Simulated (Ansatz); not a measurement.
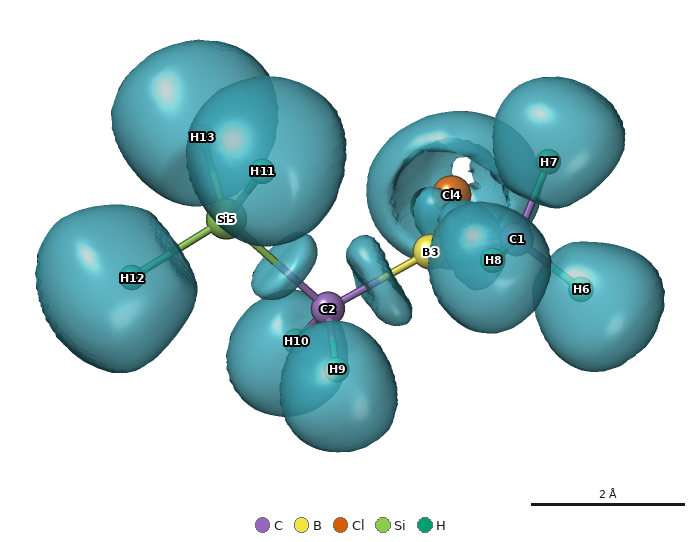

C2H8BClSi (SMILES CB(Cl)C[SiH3]). Isosurface of the ELF at 0.85 (cyan), seen from one side. Core shells and regions of very low density are left out.

Geometry: B3LYP/6-31G*.

Theory: isolated molecule in a Gaussian basis; Kohn-Sham density functional theory, functional PBE0 (Ansatz).

```json
{"atom": "C", "x (Å)": "0.4858", "y (Å)": "1.1725", "z (Å)": "0.6520"}
{"atom": "C", "x (Å)": "-0.2288", "y (Å)": "-0.9954", "z (Å)": "-0.9139"}
{"atom": "B", "x (Å)": "0.8173", "y (Å)": "0.0049", "z (Å)": "-0.3440"}
{"atom": "Cl", "x (Å)": "2.5242", "y (Å)": "-0.1724", "z (Å)": "-0.8674"}
{"atom": "Si", "x (Å)": "-1.0164", "y (Å)": "-0.3302", "z (Å)": "-2.5185"}
{"atom": "H", "x (Å)": "0.8688", "y (Å)": "0.9032", "z (Å)": "1.6483"}
{"atom": "H", "x (Å)": "0.9892", "y (Å)": "2.1079", "z (Å)": "0.3811"}
{"atom": "H", "x (Å)": "-0.5883", "y (Å)": "1.3621", "z (Å)": "0.7548"}
{"atom": "H", "x (Å)": "-1.0610", "y (Å)": "-1.1413", "z (Å)": "-0.2120"}
{"atom": "H", "x (Å)": "0.2033", "y (Å)": "-1.9714", "z (Å)": "-1.1644"}
{"atom": "H", "x (Å)": "-1.6514", "y (Å)": "0.9942", "z (Å)": "-2.2784"}
{"atom": "H", "x (Å)": "-2.0666", "y (Å)": "-1.2747", "z (Å)": "-2.9869"}
{"atom": "H", "x (Å)": "0.0048", "y (Å)": "-0.1805", "z (Å)": "-3.5869"}
```

Q: Identify the bonds, lone pairs and shells in this picture.

A: The ELF exceeds this value in two regions between bonded B–C atoms (shared pairs), one region between bonded B–Cl atoms (shared pairs), one region between bonded C–Si atoms (shared pairs), eight regions around hydrogen nuclei and one ring or bowl of non-bonding electrons around Cl. Along the contacts the grid gives the following. C–B (1.56 Å): the ELF peaks at about 0.95 between the atoms: a covalent bond. B–Cl (1.79 Å): the ELF peaks at about 0.90 between the atoms; a polar covalent bond.
